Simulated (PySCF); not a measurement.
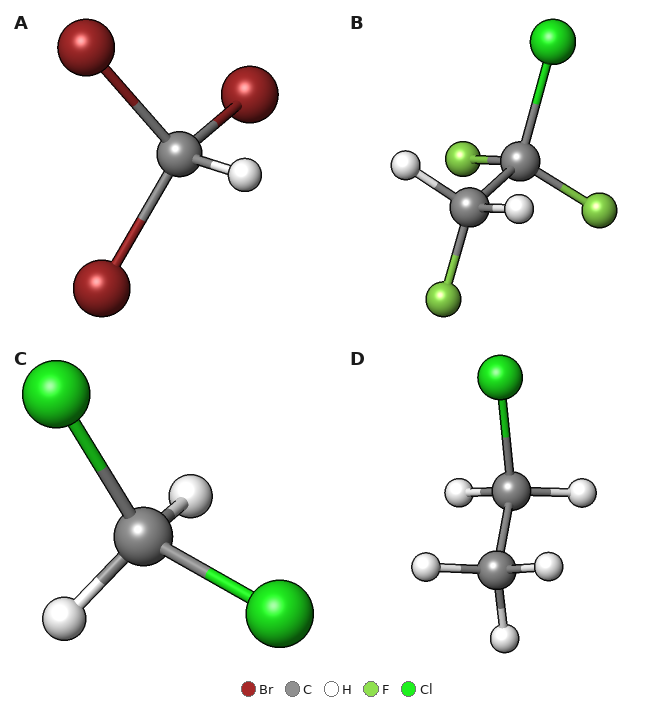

The picture comes from a calculation with PySCF.

> Match each picture to its SMILES.
(1) CCCl
(2) BrC(Br)Br
(3) FCC(F)(F)Cl
(4) ClCCl

A is (2), B is (3), C is (4), D is (1).
